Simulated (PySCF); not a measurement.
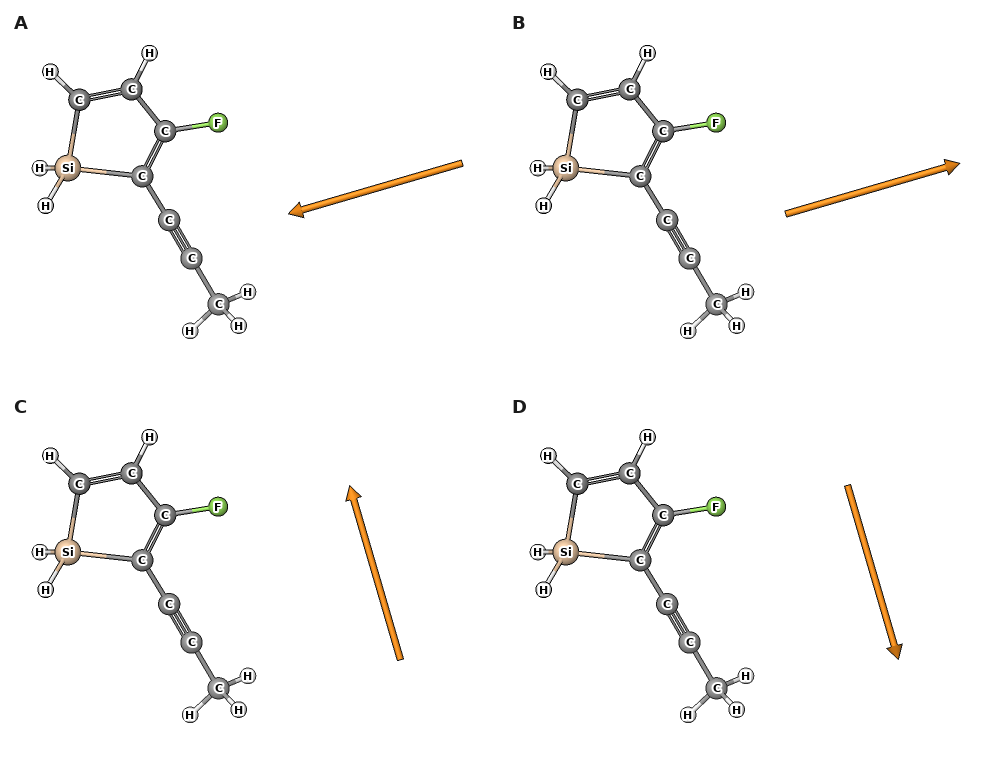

The same molecule four times, each with an arrow. Computed geometry: GFN2-xTB optimisation. No frequency run is at hand to confirm it as a minimum. Method: PBE0/pcSseg-1, gas phase (PySCF 2.14.0).

> Which arrow points along the dipole moment, from the negative to the positive end?

A. The dipole moment is 1.45 D.

The geometry is semi-empirical. Around Si such bond lengths and angles can be off by a tenth of an ångström or more and by several degrees, and values that hang on the shape move with them.
